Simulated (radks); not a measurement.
# The series with 13 electrons, Al to Zr²⁷⁺

What does a rising nuclear charge do to the levels of a fixed set of electrons? The series is run ion by ion, each ion in its NIST ground configuration.

Method: scalar-relativistic Kohn-Sham, PBE, spin-polarised, spherical densities, point nucleus; open shells are filled with parallel spins first. Code: radks (a radial shooting solver on a logarithmic mesh, Libxc functionals) version 1.

## (1) The atom as given

* electrons: 13
* ions: Al, S³⁺, K⁶⁺, Ti⁹⁺, Mn¹²⁺, Ni¹⁵⁺, Ga¹⁸⁺, Se²¹⁺, Rb²⁴⁺, Zr²⁷⁺
* configuration: NIST ground configuration of each

## (2) Al, [Ne] 3s2 3p1

The run's settings:

```text
Z 13
configuration [Ne] 3s2 3p1
relativity scalar-relativistic
functional pbe,pbe
spin polarised
nucleus point
c 137.035999084
```

## (3) S³⁺, [Ne] 3s2 3p1

The run's settings:

```text
Z 16
configuration [Ne] 3s2 3p1 4s0 3d0 4p0
relativity scalar-relativistic
functional pbe,pbe
spin polarised
nucleus point
c 137.035999084
```

## (4) K⁶⁺, [Ne] 3s2 3p1

Input: that of step 3 with these lines changed.

```diff
@@ -1,2 +1,2 @@
-Z 16
+Z 19
 configuration [Ne] 3s2 3p1 4s0 3d0 4p0
```

## (5) Ti⁹⁺, [Ne] 3s2 3p1

Input: that of step 4 with these lines changed.

```diff
@@ -1,2 +1,2 @@
-Z 19
+Z 22
 configuration [Ne] 3s2 3p1 4s0 3d0 4p0
```

## (6) Mn¹²⁺, [Ne] 3s2 3p1

Input: that of step 5 with these lines changed.

```diff
@@ -1,2 +1,2 @@
-Z 22
+Z 25
 configuration [Ne] 3s2 3p1 4s0 3d0 4p0
```

## (7) Ni¹⁵⁺, [Ne] 3s2 3p1

Input: that of step 6 with these lines changed.

```diff
@@ -1,2 +1,2 @@
-Z 25
+Z 28
 configuration [Ne] 3s2 3p1 4s0 3d0 4p0
```

## (8) Ga¹⁸⁺, [Ne] 3s2 3p1

Input: that of step 7 with these lines changed.

```diff
@@ -1,2 +1,2 @@
-Z 28
+Z 31
 configuration [Ne] 3s2 3p1 4s0 3d0 4p0
```

## (9) Se²¹⁺, [Ne] 3s2 3p1

Input: that of step 8 with these lines changed.

```diff
@@ -1,2 +1,2 @@
-Z 31
+Z 34
 configuration [Ne] 3s2 3p1 4s0 3d0 4p0
```

## (10) Rb²⁴⁺, [Ne] 3s2 3p1

Input: that of step 9 with these lines changed.

```diff
@@ -1,2 +1,2 @@
-Z 34
+Z 37
 configuration [Ne] 3s2 3p1 4s0 3d0 4p0
```

## (11) Zr²⁷⁺, [Ne] 3s2 3p1

Input: that of step 10 with these lines changed.

```diff
@@ -1,2 +1,2 @@
-Z 37
+Z 40
 configuration [Ne] 3s2 3p1 4s0 3d0 4p0
```

**Question.** What will these runs give? Wanted: for each run, ion; E; ε(2p down); ε(3s up); ε(3s down); ε(3p up); ε(3p down, empty); <r>(3p up).

**Answer**, as computed:

```csv
ion,E (hartree),ε(2p down) (eV),ε(3s up) (eV),ε(3s down) (eV),ε(3p up) (eV),"ε(3p down, empty) (eV)",<r>(3p up) (bohr)
Al,-242.69177,-69.522,-8.046,-7.282,-3.010,-2.223,3.402
S³⁺,-396.55850,-198.14,-52.985,-51.298,-40.992,-39.349,1.658
K⁶⁺,-590.18003,-391.03,-127.49,-125.04,-108.62,-106.23,1.152
Ti⁹⁺,-823.71416,-646.49,-230.29,-227.12,-204.38,-201.28,0.8911
Mn¹²⁺,-1097.44565,-964.26,-361.23,-357.35,-327.95,-324.16,0.7286
Ni¹⁵⁺,-1411.73503,-1344.5,-520.41,-515.83,-479.30,-474.82,0.6169
Ga¹⁸⁺,-1767.00920,-1787.3,-708.06,-702.79,-658.48,-653.31,0.5351
Se²¹⁺,-2163.76028,-2293.2,-924.48,-918.51,-865.61,-859.74,0.4725
Rb²⁴⁺,-2602.54750,-2862.5,-1170.0,-1163.4,-1100.8,-1094.3,0.4229
Zr²⁷⁺,-3084.00045,-3495.6,-1445.2,-1437.8,-1364.3,-1357.1,0.3827
```

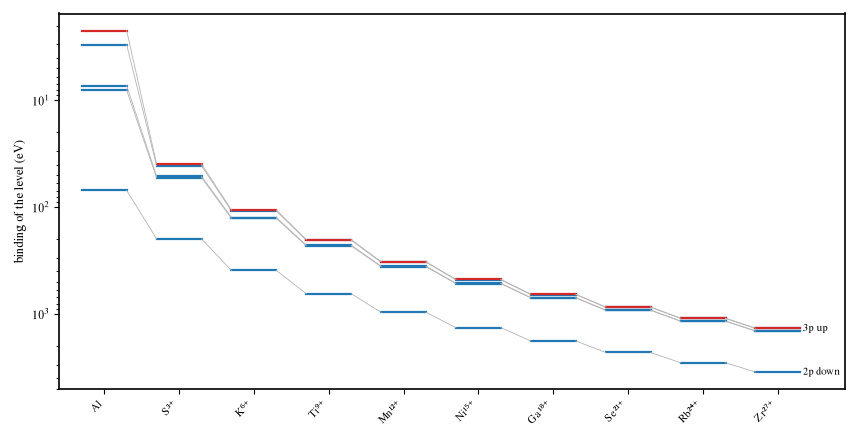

The outer levels along the series, on a logarithmic scale; empty levels red.

In words: From Al to Zr²⁷⁺ the 3p up level deepens by a factor 453 and shrinks by a factor 8.89. The order of these tabulated levels, which need not hold every outer shell, does not change along the series.
